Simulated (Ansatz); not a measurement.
The starting structures come from a database of crystals and need not be the phases stable at ambient conditions.

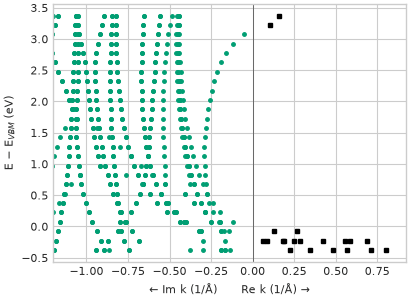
Fig. 1. Complex bands at the centre of the two-dimensional zone; r2SCAN (Ansatz, a program for electronic structure)

No gap correction and no spin-orbit coupling; mid-gap values are interpolated between computed energies.

Q: This is CdHClO (P6_3mc, not sure to be the ambient phase, 8 atoms a cell, 15.1 Å³ an atom) along the normal of (111). Read off the slowest decay at the centre of the two-dimensional zone at 1.57 eV, the computed energy nearest the middle of the gap.

A: κ ≈ 0.28 1/Å, a decay length 1/(2κ) of the density of 1.8 Å.
